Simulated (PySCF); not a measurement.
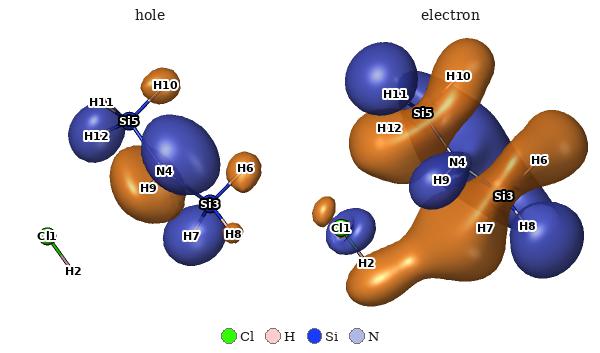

Figure. ClH₈NSi₂, SMILES `Cl.[SiH3]N[SiH3]`. Leading natural transition orbital pair of S₂ (TDA singlet states); the surfaces enclose about 78 % of each orbital's density.

Method: ωB97X/def2-SVP; geometry: an unrelaxed start of a pair search; program: PySCF. Without diffuse functions Rydberg states are missing, so the states' numbers hold for this basis only.

Cartesian coordinates (Å):

```
Cl1     -2.6526   -0.3885   -0.0082
H2      -2.3127   -1.5128   -0.5100
Si3      1.7909   -1.2229   -0.1032
N4       0.8699    0.0843    0.5546
Si5      0.5961    1.6646   -0.1037
H6       3.0803   -0.6798   -0.5205
H7       1.1168   -1.8426   -1.2553
H8       1.9175   -2.2043    0.9754
H9       0.2021   -0.1900    1.2575
H10      1.9010    2.2187   -0.4560
H11     -0.0611    2.4240    0.9608
H12     -0.2566    1.6176   -1.2980
```

Where does the state lie, and where do hole and electron sit?

Answer. 7.63 eV (162 nm), f = 0.009; the leading pair carries 98 %; hole on N4 (56 %), Si3 and Si5 (10 % each) and H7 (7 %), electron on Si3 (30 %), Si5 (21 %) and H8 (7 %); their centroids lie 0.4 Å apart. In canonical orbitals it is mainly HOMO → LUMO+2 (56 %). The HOMO–LUMO gap is 12.00 eV.
